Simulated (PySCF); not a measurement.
Consider AlZn (doublet).

```yaml
atoms:
  - { symbol: Al, position_ang: [0.0000, 0.0000, -1.8923] }
  - { symbol: Zn, position_ang: [0.0000, 0.0000, 0.7987] }
```

All numbers below come from PySCF, PBE0/def2-SVP, non-relativistic Hamiltonian with scalar-relativistic core potentials where named, at a bond length of 2.691 Å.

Q: What will maps of the electron density, electron localisation function and spin density show?

A: Al–Zn (2.69 Å): ρ is about 0.21 e/Å³ halfway; the ELF peaks at about 0.60 between the atoms.
The unpaired spin (1 electron) lies mostly on Al1 (about 0.9) and Zn2 (about 0.1), in electrons by Hirshfeld's partition.

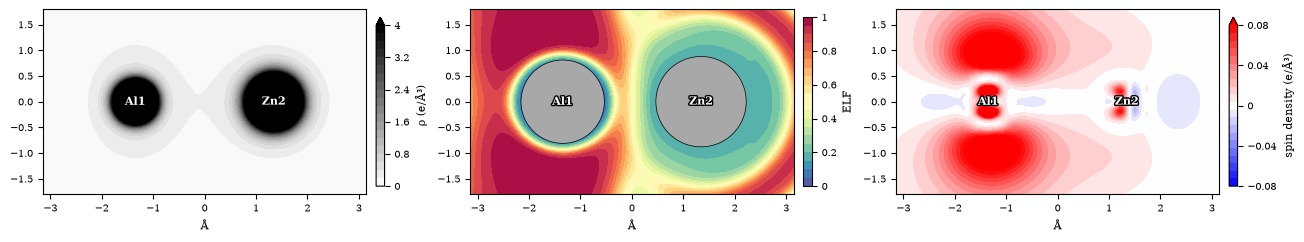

Computed electron density, electron localisation function and spin density on a plane that holds the molecular axis, in this order. Grey discs cover the atomic cores in the ELF map. 
